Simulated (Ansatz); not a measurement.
```xyz
4

F    -1.5148    0.2610    0.8606
Sn   -0.2505   -0.2087   -0.5099
Cl    1.3780   -1.4224    0.6335
H     0.4428    1.3099   -1.0043
```

Geometry: PBE0-D4/def2-TZVP; core potentials replace the inner electrons of Sn.

Theory: UKS PBE0-D4/def2-TZVPP (Ansatz 0.2.0).

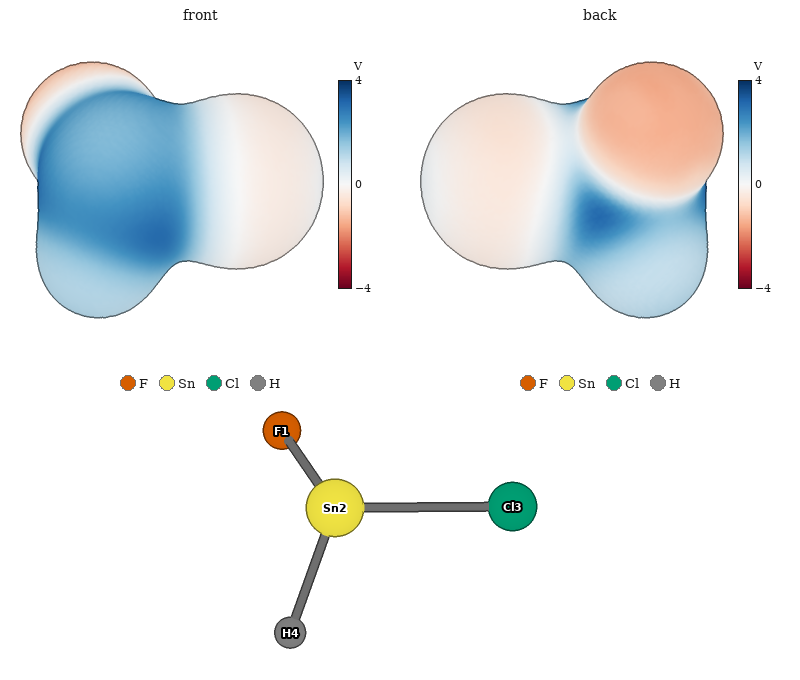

ClFHSn (doublet). The molecular electrostatic potential painted on the density surface at 0.004 e/bohr³, seen from the front and from behind; red is negative and blue positive. The bare structure is drawn below in the same view.

**Describe the electrostatic potential map.**

The most negative region (about −1.5 V) lies over F1, the most positive (about +3.1 V) over Sn2. Cl3 shows a σ-hole: about +0.2 V at the tip opposite its bond, against about −0.3 V on its flanks.
